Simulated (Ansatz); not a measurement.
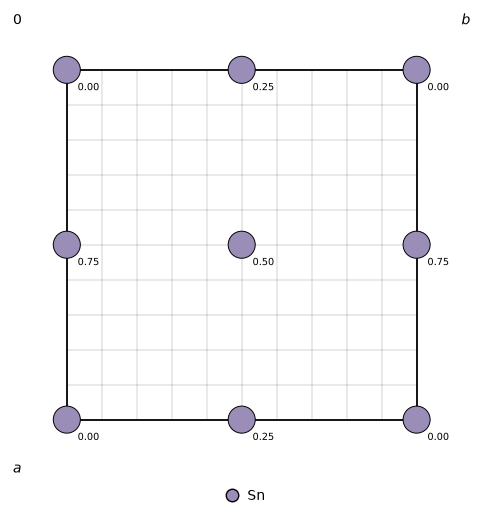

Plan of a unit cell projected along c (a down the page, b across); the numbers are heights as fractions of c, and atoms on the cell's edges are repeated. The grid marks tenths of a and b. Source: coordinates from a relaxation with DFT PBEsol, scalar-relativistic, plane waves, PAW (Ansatz). The drawing is computed from the coordinates (standard cell, symmetry found to 0.002 Å).

a = 5.839 Å, b = 5.839 Å, c = 3.151 Å, α = 90.00°, β = 90.00°, γ = 90.00°.

Question: What does the cell contain?

Answer: 4 Sn: Sn, Z = 4.

Question: Which space group?

Answer: No. 141, I4_1/amd, origin choice 1, body-centred tetragonal.

Question: Give the fractional coordinates of all atoms, to two places.

Answer:
```tsv
atom	x	y	z
Sn	0.00	0.50	0.25
Sn	0.00	0.00	0.00
Sn	0.50	0.00	0.75
Sn	0.50	0.50	0.50
```
